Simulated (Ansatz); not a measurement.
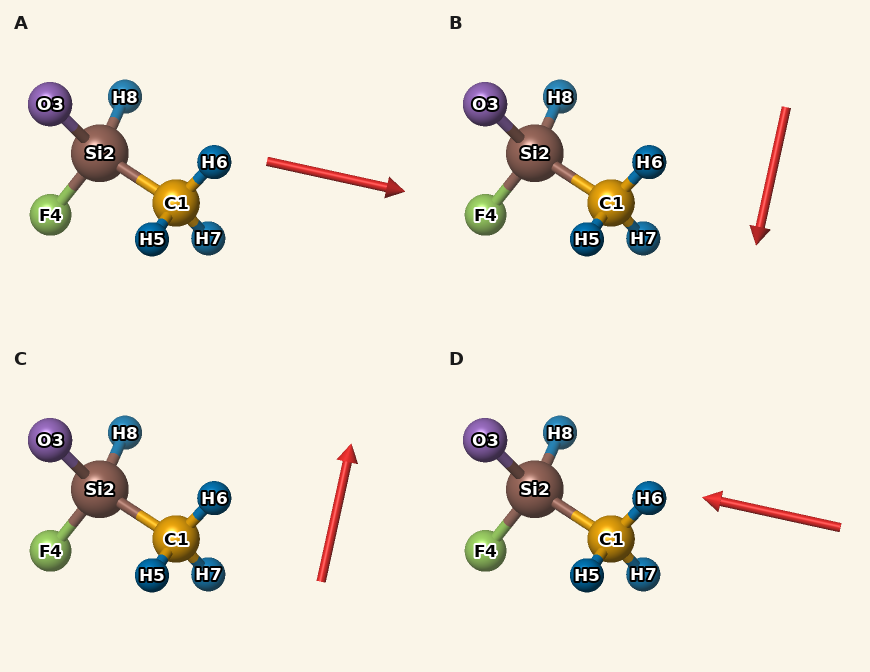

The same molecule four times, each with an arrow. Charge 0, doublet. The geometry was computed by an optimisation with PBE0-D4/def2-TZVP. Level of theory: UKS PBE0-D4/def2-TZVP (Ansatz 0.2.0).

Question: Which arrow points along the dipole moment, from the negative to the positive end?

Answer: A. The dipole moment is 2.35 D; it points from the side of O3 to the side of H7 (the outermost atoms at the two ends).
